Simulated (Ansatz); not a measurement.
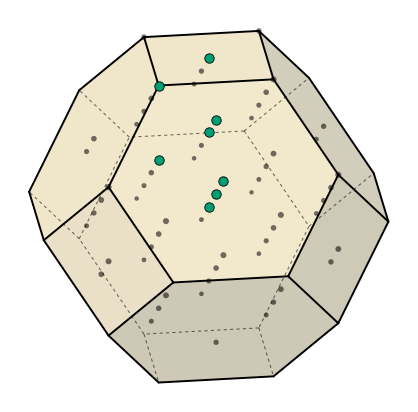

The Γ-centred 4×4×4 k-point mesh of a calculation on AlN (DFT, HSE06, plane waves, PAW in Ansatz), folded into the first Brillouin zone of the 2-atom cell that was run; each point of the zone's surface is drawn once. One point of each star is marked in colour. Space group F-43m.

```
Al N
1.0
     0.00000    2.18488    2.18488
     2.18488    0.00000    2.18488
     2.18488    2.18488    0.00000
Al N
1 1
Direct
  0.00000 0.00000 0.00000
  0.75000 0.75000 0.75000
```

**To how many irreducible points do the crystal's point group and time reversal reduce the mesh (magnetic order left aside)?**

8 of 64.

**List one member of each star with its weight, in the reciprocal vectors of this cell.**

```csv
k₁,k₂,k₃,weight
0,0,0,1
1/4,1/4,1/4,8
1/4,1/4,0,6
1/4,1/2,1/4,12
1/2,1/2,1/4,24
1/2,1/2,1/2,4
1/2,1/2,0,3
1/2,3/4,1/4,6
```

**How fine is the mesh?**

Spacing |bᵢ|/nᵢ = 0.623, 0.623, 0.623 1/Å (2π included).
